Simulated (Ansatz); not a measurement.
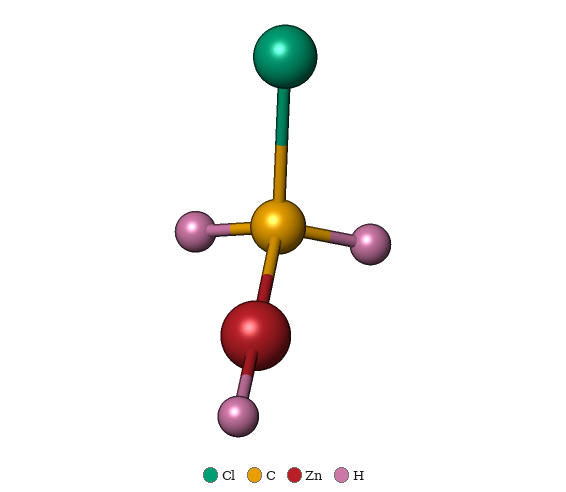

Harmonic vibrations computed with RKS PBE0-D4/def2-TZVP (Ansatz 0.2.0) at a stationary point of the same level.

Q: Minimum or transition state?

A: A minimum: no imaginary frequency, and the lowest mode lies at 114 cm⁻¹.

Q: List the wavenumbers.

A: 12 modes: 114, 421, 459, 563, 652, 709, 1107, 1140, 1427, 1924, 3093, 3156 cm⁻¹.
